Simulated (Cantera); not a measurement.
A closed system holds: 1 mol Si, a varied amount of Cl₂, 14 mol H₂, at 1052 °C and 0.220 bar.

Method: chemical equilibrium by Gibbs-energy minimisation in Cantera with the NASA 1993 tables (ideal gas, pure condensed phases). Candidate condensed phases: Si; 19 gas species. The tables' values for SiCl₃ are old estimates; treat these amounts as uncertain. Equilibrium is a limit: real reactors are often held back by kinetics, nucleation or transport.

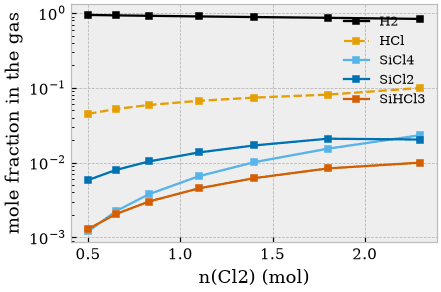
Figure: Equilibrium gas composition (values under 1e-9 drawn at 1e-9)

From 0.5 mol Cl₂ to 1.8 mol Cl₂ the condensed part is Si(s). At 2.3 mol Cl₂ nothing is condensed. The main Si-bearing gas is SiCl₂ at 0.5 mol Cl₂ and SiCl₄ at 2.3 mol Cl₂. The share of Si in condensed phases is highest at 0.5 mol Cl₂ (86.0 %) and lowest at 2.3 mol Cl₂ (0.0 %).
